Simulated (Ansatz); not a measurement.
Input

```
crystal:
  periodic: [false, false, false]
  atoms:
    - { symbol: W, position_ang: [0.0, 0.0, 0.0] }
    - { symbol: F, position_ang: [0.0, 0.0, 1.85] }
    - { symbol: H, position_ang: [1.72, 0.0, 0.0] }
    - { symbol: H, position_ang: [0.0, 1.72, 0.0] }
    - { symbol: F, position_ang: [-1.85, 0.0, 0.0] }
    - { symbol: H, position_ang: [0.0, -1.72, 0.0] }
    - { symbol: H, position_ang: [0.0, 0.0, -1.72] }
basis:
  gaussian: { orbitals: def2-SVP }
hamiltonian:
  xc: blyp
  dispersion: d4
relax:
  f_tol: 0.02
  max_steps: 40
output:
  orbitals: {}
```

Command:

```sh
ansatz run input.yaml --threads 2 --pin off --max-ram 3072MiB --backend cpu --events-out ev --progress --plain --runs-dir out
```

The fields are those of the run's last geometry, not of the input's.

Core potentials replace the inner electrons of W.

Computed with RKS BLYP-D4/def2-SVP (Ansatz).

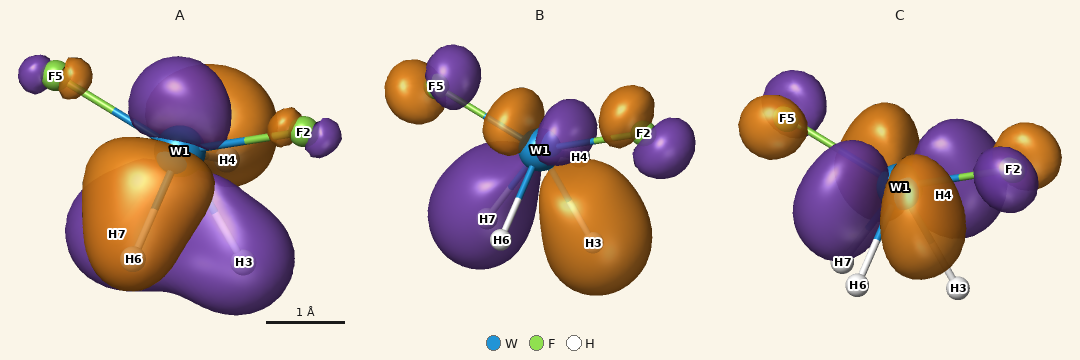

F$_{2}$H$_{4}$W. Three frontier orbitals at ±0.15 Å⁻³ᐟ² (orange and purple are the two phases), in no order.

> Order the three orbitals by energy and name them.

A is the HOMO−1 (−7.75 eV). It lies mainly on W1 (about 55 %), H3 (about 10 %), H7 (about 10 %), H4 (about 10 %) and H6 (about 10 %). B is the HOMO (−6.64 eV). Its weight (Hirshfeld) is mainly on W1 (about 35 %), H3 (about 20 %), H7 (about 20 %), F2 (about 10 %) and F5 (about 10 %). C is the LUMO (−4.29 eV). Its weight (Hirshfeld) is mainly on W1 (about 75 %), F2 (about 10 %) and F5 (about 10 %).

> What is the HOMO–LUMO gap?

2.35 eV between the orbital energies.
